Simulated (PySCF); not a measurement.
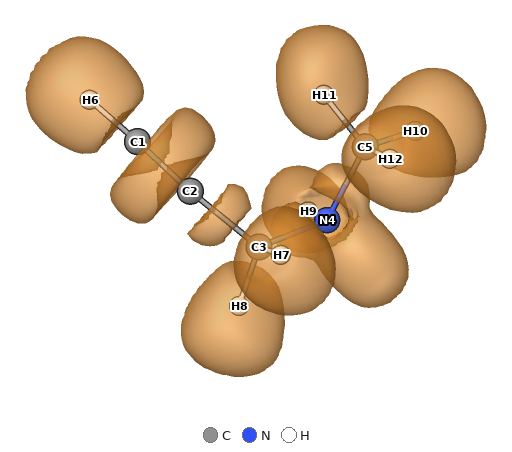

*C₄H₇N (n-methylpropargylamine). Isosurface of the ELF at 0.75 (orange), seen across its widest extent. Only the valence region is drawn (cores and ρ < 0.01 e/Å³ removed).*

Geometry: GFN2-xTB.

All numbers below come from PBE0/def2-SVPD, SCF density, gas phase in PySCF.

```xyz
12

C     2.1168    1.0417   -0.4918
C     1.3959    0.0889   -0.4131
C     0.4457   -0.9985   -0.2179
N    -0.6441   -0.6785    0.6928
C    -1.5202    0.3654    0.1994
H     2.7763    1.8515   -0.5938
H     0.0079   -1.2739   -1.1841
H     0.9757   -1.8693    0.1838
H    -0.2607   -0.4049    1.5936
H    -2.3011    0.5437    0.9368
H    -1.0045    1.3141   -0.0079
H    -1.9866    0.0191   -0.7238
```

**Describe the localisation domains.**

The ELF exceeds this value in two regions between bonded C–C atoms (shared pairs), six regions around hydrogen nuclei and one joined region spread over several atoms (H, N), in which their bonds and any lone pairs are merged.

Values along the shortest contacts:
C–C (1.20 Å): the ELF peaks at about 0.80 between the atoms; a short, multiple covalent bond. C–N (1.45 Å): the ELF peaks at about 0.95 between the atoms: localised, covalent bonding.
